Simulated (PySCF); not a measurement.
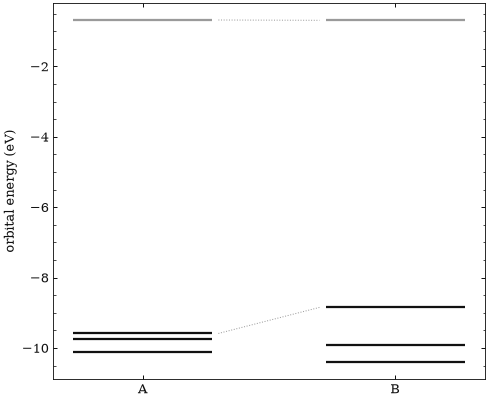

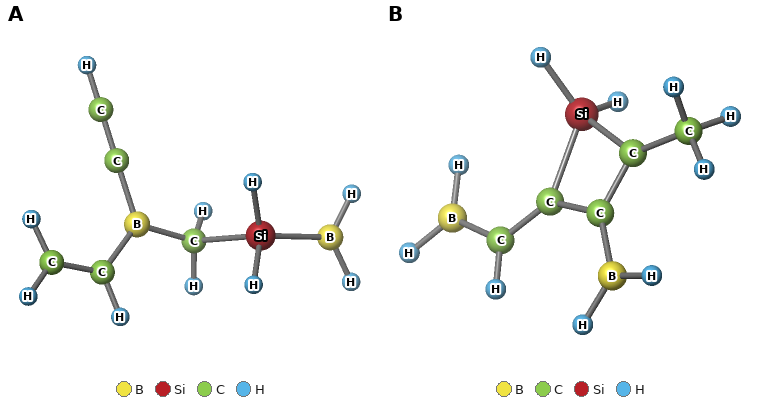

Related molecules: A is C₅H₁₀B₂Si, SMILES B[SiH2]CB(C#C)C=C; B is C₅H₁₀B₂Si, SMILES B/C=C1\[SiH2]C(C)=C1B. Frontier orbital energies, ωB97X-D/def2-SVPD in PySCF 2.14.0, at a GFN2-xTB geometry (no frequency check); drawn are at most three filled levels and, in grey, the LUMO with any level within 0.03 eV of it; dotted lines join the HOMOs and the LUMOs.

### What does the change do to the frontier levels?

From A to B the HOMO rises by 0.74 eV and the LUMO hardly moves, so the separation goes from 8.90 to 8.16 eV.

Caveats, for all or some of the runs: one conformer of a flexible molecule; the tight-binding geometry is rougher than a DFT one and adds to the error.
